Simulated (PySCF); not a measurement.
# WSF₄: structure of the singlet

Aim: relax WSF₄ as a singlet from a square pyramidal (ligand arrangement 1) start, check by its vibrations whether the end is a minimum, and collect its spectrum and constants.

Program: PySCF 2.14.0. Level of theory: PBE0, basis W def2-SVP with ECP60, S def2-SVP, F def2-SVP, scalar-relativistic core potentials, no spin–orbit coupling, density fitting. These are calculated values, not measurements.

## (1) The starting structure

6 atoms, charge 0, spin multiplicity 1.

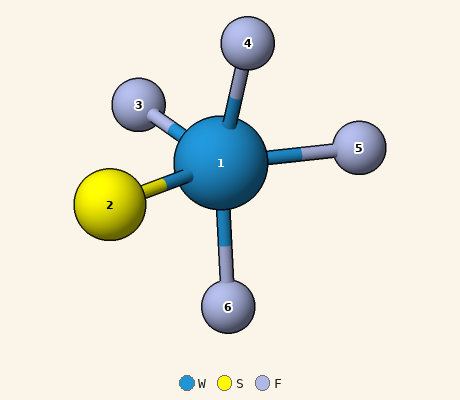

The starting geometry (tungsten blue, sulfur yellow, fluorine light blue); atoms are numbered from 1 in the order of the file.

```xyz
6
charge 0 multiplicity 1
W     0.0000    0.0000    0.0000
S     0.0000   -2.0932   -0.4449
F     0.0000    0.0000    2.0100
F     1.9661    0.0000   -0.4179
F     0.0000    1.9661   -0.4179
F    -1.9661    0.0000   -0.4179
```

## (2) Finding the electronic state

One driver script runs all steps and calls PySCF; scf.py shows how it sets up the SCF of each step. The optimiser is the driver's own. After this first run the driver tries any further starts and a stability analysis.

Contents of scf.py:

```python
from pyscf import gto, scf, dft
mol = gto.M(atom='''
W      0.000000     0.000000     0.000000
S     -0.000000    -2.093200    -0.444900
F      0.000000     0.000000     2.010000
F      1.966100     0.000000    -0.417900
F      0.000000     1.966100    -0.417900
F     -1.966100     0.000000    -0.417900''',
    basis={'W': 'def2-SVP', 'S': 'def2-SVP', 'F': 'def2-SVP'},
    ecp={'W': 'def2-SVP'},
    charge=0, spin=0)
mf = dft.RKS(mol, xc='PBE0')
mf.grids.atom_grid = (50, 194)
aux = {'W': 'def2-universal-JKFIT', 'S': 'def2-universal-JKFIT', 'F': 'def2-universal-JKFIT'}
mf = mf.density_fit(auxbasis=aux)
mf.conv_tol = 1e-08
mf.diis_space = 10
mf.max_cycle = 60
mf.init_guess = 'minao'
mf.verbose = 4
mf.kernel()
```

Started as:

```
$ OMP_NUM_THREADS=2 python axn.py task.json out
```

The runs that follow: Relaxation: square pyramidal (ligand arrangement 1) start, singlet; Vibrations and properties at this point.

Before running it: what results should come out? Wanted: minimum; geometry; wavenumbers; dipole moment; highest occupied, lowest empty level; polar-tensor charge of W1; zero-point energy; atomisation energy.

The runs gave:

| quantity | value |
| --- | --- |
| minimum | singlet, C4v |
| geometry | W–F 1.854 Å (×4), W–S 2.095 Å; F–W–F 86.0° (×4), F–W–F 149.4° (×2), F–W–S 105.3° (×4) |
| wavenumbers (cm⁻¹) | 124 (b1), 199 (e), 235 (e), 243 (a1), 335 (b2), 600 (a1), 661 (b1), 717 (e), 735 (a1) |
| dipole moment | 0.71 D |
| highest occupied, lowest empty level | -9.56, -3.91 eV |
| polar-tensor charge of W1 | +2.85 e |
| zero-point energy | 29.9 kJ/mol |
| entropy at 298.15 K | 351.8 J/(mol K) |
| atomisation energy (no zero-point energy) | 2625 kJ/mol |

What this shows: From Cs at the start the molecule goes to a C4v minimum. In the infrared the band at 717 cm⁻¹ (e, stretch) leads. Other starts or spin states, not run here, may lie lower. Spin–orbit coupling, left out here, can matter for elements this heavy.
